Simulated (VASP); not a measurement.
Input:

```xyz
2
Lattice="1.3782 -2.3872 0.0000 1.3782 2.3872 0.0000 0.0000 0.0000 4.4593" Properties=species:S:1:pos:R:3 pbc="T T T"
Re     1.3782     0.7957     1.1148
Re     1.3782    -0.7957     3.3445
```

Level of theory: vdW-DF-cx, VASP's PBE PAW potentials (set 64) (plane waves; VASP). Numerical set-up: 520 eV cut-off, 17×17×9 Γ-centred mesh, tetrahedra with Blöchl corrections, potentials Re.

Unless said otherwise, spin-orbit coupling is left out, though it shifts the bands of the heavy elements here.

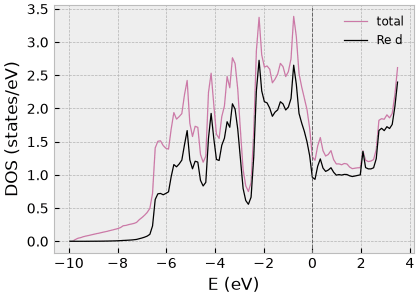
Figure. Total and projected density of states, zero at the Fermi level

Within 2 eV below the Fermi level the largest weight inside VASP's projection spheres is Re d.

It has no gap at this level: it comes out as a metal or semimetal.

The compound is Re in the hcp structure. It was relaxed first.
